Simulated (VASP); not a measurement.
Band structure of Cr2O3 (corundum). Level of theory: LDA (Ceperley-Alder, Perdew-Zunger), VASP's LDA PAW potentials (set 64) (plane waves; VASP).

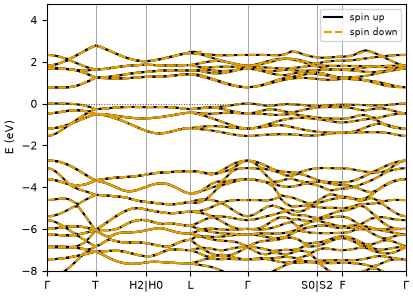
Bands along high-symmetry lines, zero at the valence-band maximum or, without a gap, the Fermi level

**Question.** Read the plot: is there a gap, and where are the band edges?

**Answer.** The gap is direct, 0.77 eV, from the valence maximum at Γ-T at 0.27 to the conduction minimum at Γ-T at 0.27. (Edges off the drawn lines would not show.)

The compound is Cr2O3 in the corundum structure. It was relaxed first, which changed the volume by -8 %.
